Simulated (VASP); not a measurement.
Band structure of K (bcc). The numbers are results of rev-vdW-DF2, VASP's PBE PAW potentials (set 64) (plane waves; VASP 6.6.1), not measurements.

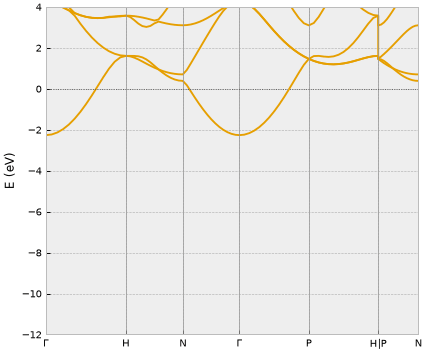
Bands along high-symmetry lines, zero at the valence-band maximum or, without a gap, the Fermi level

Q: Read the plot: is there a gap, and where are the band edges?

A: It has no gap at this level: it comes out as a metal or semimetal. (Edges off the drawn lines would not show.)

The compound is K in the bcc structure. It was relaxed first.
